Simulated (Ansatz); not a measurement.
## Run report: Hf3H12O12, single-point calculation

The run: single-point calculation of Hf3H12O12. Method and program: RKS PBE0-D4/def2-TZVP (Ansatz 0.2.0).

The geometry comes from this level: PBE-D4/def2-SVP.

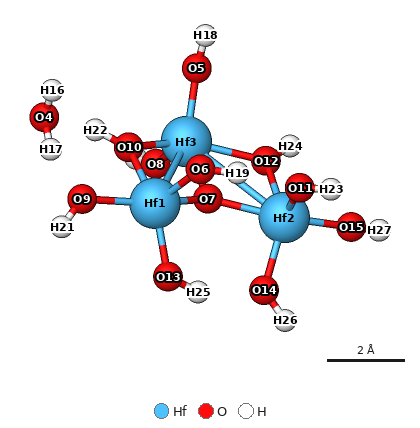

**Figure 1.** The structure as given in the input (ball-and-stick view, seen at a tilt; atoms are numbered from 1 in the order of the input). Sticks mark near contacts.

### Input
```yaml
crystal:
  periodic: [false, false, false]
  atoms:
    - {symbol: Hf, position_ang: [-0.376749, 0.759374, -1.589382]}
    - {symbol: Hf, position_ang: [2.279801, 0.071040, 1.059690]}
    - {symbol: Hf, position_ang: [-1.096754, -0.678605, 1.435060]}
    - {symbol: O, position_ang: [-3.927326, -0.211009, -2.070574]}
    - {symbol: O, position_ang: [-1.588694, -2.561843, 1.495550]}
    - {symbol: O, position_ang: [0.686563, -0.660302, -2.422517]}
    - {symbol: O, position_ang: [0.349210, 0.335852, 0.358989]}
    - {symbol: O, position_ang: [-2.049068, 0.359762, 2.775184]}
    - {symbol: O, position_ang: [-1.894607, 1.263853, -2.879418]}
    - {symbol: O, position_ang: [-1.972861, -0.163110, -0.383756]}
    - {symbol: O, position_ang: [2.838737, -1.020465, -0.512313]}
    - {symbol: O, position_ang: [0.844070, -0.937533, 2.387777]}
    - {symbol: O, position_ang: [0.668047, 2.413533, -1.490837]}
    - {symbol: O, position_ang: [2.628054, 1.993691, 0.621384]}
    - {symbol: O, position_ang: [3.681992, -0.238237, 2.400086]}
    - {symbol: H, position_ang: [-3.839389, -1.017645, -2.611861]}
    - {symbol: H, position_ang: [-3.305383, 0.439816, -2.531241]}
    - {symbol: H, position_ang: [-1.620874, -3.485634, 1.217349]}
    - {symbol: H, position_ang: [1.540636, -0.913065, -1.995420]}
    - {symbol: H, position_ang: [-2.791819, 0.517147, 3.372517]}
    - {symbol: H, position_ang: [-1.987365, 2.093927, -3.376118]}
    - {symbol: H, position_ang: [-2.855834, -0.291293, -0.883501]}
    - {symbol: H, position_ang: [3.720383, -1.350627, -0.751129]}
    - {symbol: H, position_ang: [1.073507, -1.450020, 3.181136]}
    - {symbol: H, position_ang: [1.392813, 2.553555, -0.836008]}
    - {symbol: H, position_ang: [3.413259, 2.530667, 0.816148]}
    - {symbol: H, position_ang: [4.189643, -0.352828, 3.213195]}
basis:
  gaussian: {orbitals: def2-TZVP, fitting: {mean_field: def2-universal-jkfit}, initial_orbitals: start.molden}
hamiltonian: {xc: pbe0, dispersion: d4}
scf: {omitted_lower_state_checks: [starts]}
output: {orbitals: {seedname: orbitals}}
```

Command:
```bash
ansatz run in.yaml --threads 2 --pin off --events-out ev --progress --plain --max-ram 22528MiB --backend cuda --devices 0, --max-vram 18GiB
```

### What the program printed
```
Functional definition: PBE0
  name "PBE0"
  cite "Adamo & Barone, J. Chem. Phys. 110, 6158 (1999) doi:10.1063/1.478522"
  cite "Perdew, Burke & Ernzerhof, Phys. Rev. Lett. 77, 3865 (1996) doi:10.1103/PhysRevLett.77.3865"
  parent pbe
  parameter a = 0.25
  parameter kappa = 0.804
  parameter beta = 0.06672455060314922
  exchange = (1 - a)*pbe_x(kappa = kappa, mu = beta*pi^2/3) + a*exact_x
  correlation = pbe_c(beta = beta)
these checks for a lower state are left out or cut short: starts
1821 factors; integrals over basis functions are off by at most 8.8e-1 eV
mean field evaluation 1: about -28674.9662 eV, gradient 3.2e2 eV
mean field evaluation 2: about -28687.8603 eV, gradient 1.3e1 eV
mean field evaluation 4: about -28688.3996 eV, gradient 2.2e-3 eV
mean field -28688.39946008 eV, -1054.2792344625 hartree, gradient 7.2e-5 eV, S^2 0.000000; 0 other end points of the search recorded, 0 dependent functions left out
reference -28688.39952122 eV, -1054.2792367093 hartree; 72, 72 occupied and 492, 492 virtual orbitals, 1821 factors
Total energy: -28689.04605299 eV, -1054.3029963134 hartree
Checks for a lower state left out: starts
```

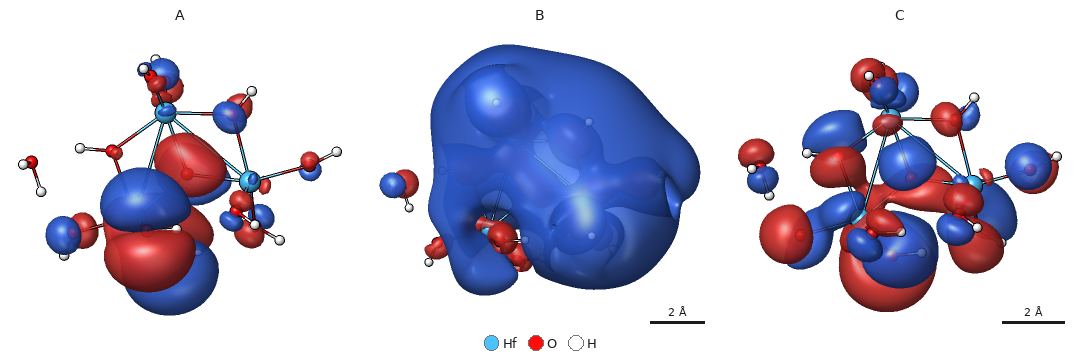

**Figure 2.** Three frontier orbitals at ±0.03 Å⁻³ᐟ² (red and blue are the two phases). C is the HOMO−1 (−8.21 eV). A is the HOMO (−7.85 eV). B is the LUMO (−0.44 eV). Its weight (Hirshfeld) is mainly on Hf2 (25 %) and Hf3 (20 %). The HOMO–LUMO gap is 7.41 eV between the orbital energies.

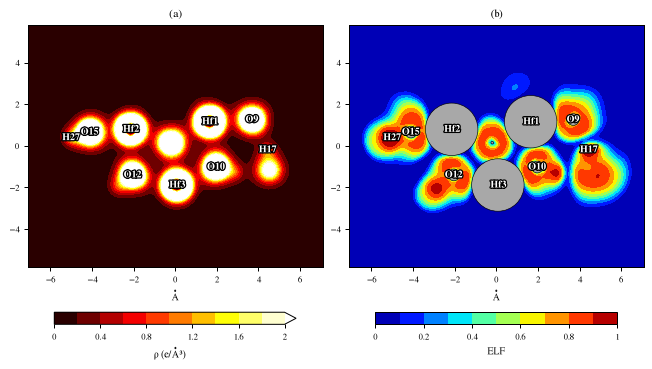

**Figure 3.** (a) total electron density; (b) ELF on the plane of atoms Hf1, Hf3 and Hf2. Grey discs, where drawn, cover atomic cores. Atoms in the plane: Hf, O and H. Hf–Hf (3.43 Å): ρ at the midpoint is about 0.23 e/Å³; the ELF is about 0.10 at the midpoint. Hf–O (1.96 Å): ρ is about 0.79 e/Å³ halfway; the ELF peaks at about 0.80 in the valence shell of O, 0.5 Å from its nucleus, and drops to about 0.15 between the two atoms.

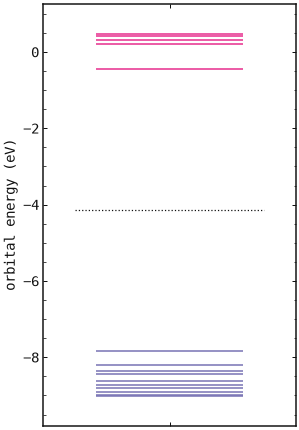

**Figure 4.** Orbital energies near the frontier; the dotted line parts filled from empty levels, and levels within 0.02 eV of each other stand side by side. Highest filled −7.85 eV, lowest empty −0.44 eV, 7.41 eV apart.

### Summary

| quantity | value |
| --- | --- |
| outcome | converged |
| total energy | −28689.0461 eV |
| mean-field energy | −28688.3995 eV |
| dispersion energy | −0.6465 eV |
| SCF solution under orbital rotations | stable |
| HOMO | −7.85 eV |
| LUMO | −0.44 eV |
| hardware | 2 CPU threads, shared host |
| wall time | 2.6 s (CPU time 4 s) |
| peak memory | 1 GiB |
